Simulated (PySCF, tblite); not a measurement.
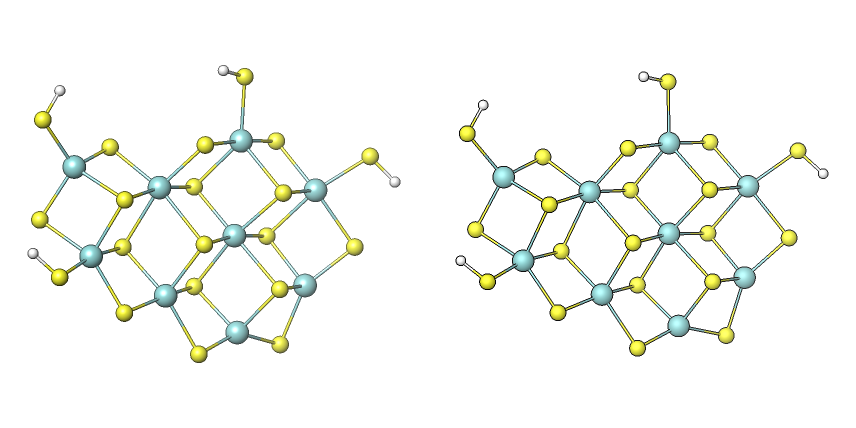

The same structure drawn twice, from different directions. Colours: zirconium light teal, sulfur yellow, hydrogen white.

The species is neutral and a spin singlet. The geometry was computed by an optimisation with GFN1-xTB. No frequency run is at hand to confirm it as a minimum.

> What is the molecular formula?

H4S20Zr9, 33 atoms: 4 hydrogen, 20 sulfur and 9 zirconium.

> How many bonds of each kind are drawn?

44 S–Zr, 4 S–H. Sticks follow a distance rule.

> What is the point group of this geometry?

C1.

More results for the same structure follow; atom numbers are the same in all pictures, views and colours differ.

**Geometry**

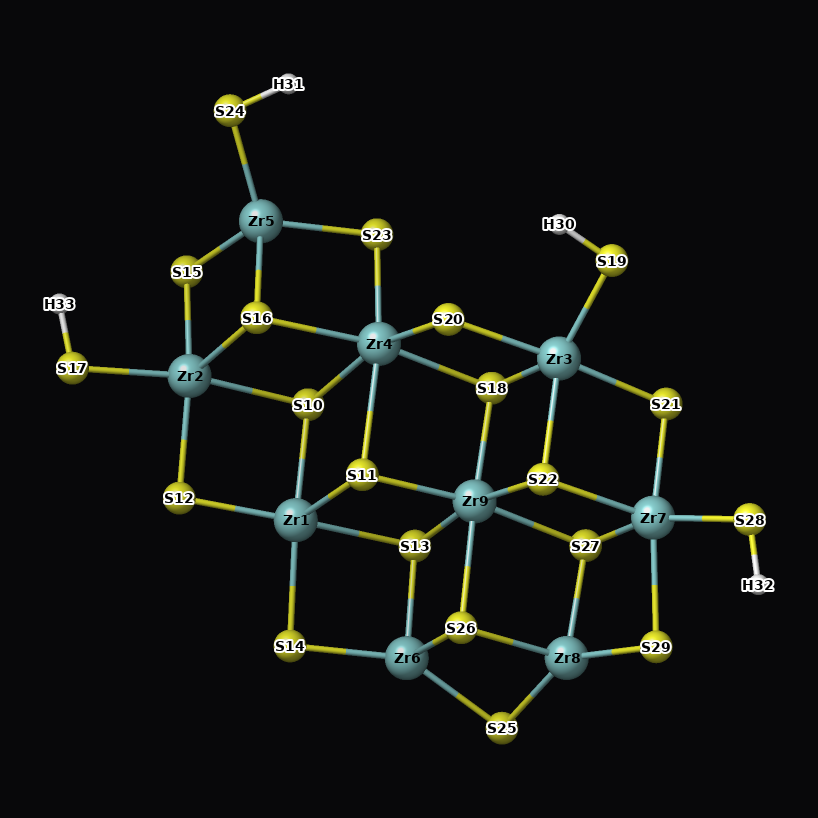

No frequency run is at hand to confirm it as a minimum.

Give these bond angles: Zr1–S10–Zr2, Zr1–S11–Zr9, Zr3–S21–Zr7, Zr6–S25–Zr8, S10–Zr4–S16, S12–Zr2–S16, S12–Zr2–S17, S18–Zr9–S22, S19–Zr3–S20, S25–Zr8–S26, S26–Zr9–S27, S28–Zr7–S29.

```csv
angle,degrees
Zr1–S10–Zr2,89.1
Zr1–S11–Zr9,97.5
Zr3–S21–Zr7,99.1
Zr6–S25–Zr8,87.4
S10–Zr4–S16,79.7
S12–Zr2–S16,117.9
S12–Zr2–S17,88.5
S18–Zr9–S22,93.0
S19–Zr3–S20,91.5
S25–Zr8–S26,88.2
S26–Zr9–S27,84.0
S28–Zr7–S29,86.8
```

**Electronic properties**

No frequency run is at hand to confirm it as a minimum. Method: B3LYP/def2-SVP, gas phase, core potentials on Zr (PySCF 2.14.0). Excitations: vertical, linear response.

> Give the lowest vertical singlet excitation at this level.

2.20 eV.

> Give the LUMO energy (Kohn–Sham orbital) at this level.

−4.35 eV.

> Estimate the HOMO energy (Kohn–Sham orbital).

−7.20 eV.

> Estimate the mean static polarisability.

787.2 bohr³.

**Dipole moment**

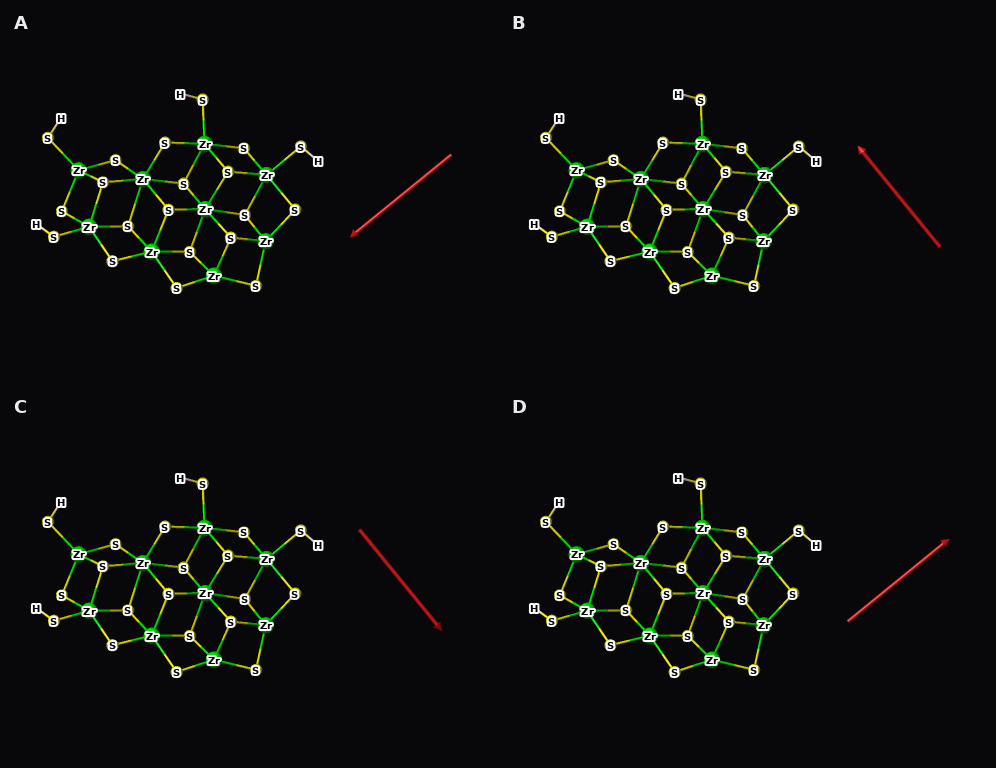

The same molecule four times, each with an arrow. No frequency run is at hand to confirm it as a minimum. Level of theory: B3LYP/def2-SVP, gas phase, core potentials on Zr (PySCF 2.14.0).

> Which arrow points along the dipole moment, from the negative to the positive end?

C. The dipole moment is 5.11 D.

**Charges**

The questions are on ESP-fitted charges. No frequency run is at hand to confirm it as a minimum. Properties computed with B3LYP/def2-SVP, gas phase, core potentials on Zr (PySCF 2.14.0).

> Which atom carries the highest charge (most positive or least negative)?

Zr8 (1.10 e).

> And the lowest?

S25, S26, S29 (−0.54 e).

List the ESP-fitted charges.

```
atom  value (e)
 Zr1       0.94
 Zr2       0.80
 Zr3       0.75
 Zr4       0.77
 Zr5       0.74
 Zr6       1.05
 Zr7       0.87
 Zr8       1.10
 Zr9       0.70
 S10      −0.50
 S11      −0.40
 S12      −0.39
 S13      −0.48
 S14      −0.49
 S15      −0.36
 S16      −0.42
 S17      −0.40
 S18      −0.30
 S19      −0.38
 S20      −0.43
 S21      −0.34
 S22      −0.37
 S23      −0.39
 S24      −0.37
 S25      −0.54
 S26      −0.54
 S27      −0.50
 S28      −0.44
 S29      −0.54
 H30       0.20
 H31       0.20
 H32       0.24
 H33       0.20
```

The geometry is semi-empirical. Around Zr such bond lengths and angles can be off by a tenth of an ångström or more and by several degrees, and values that hang on the shape move with them.
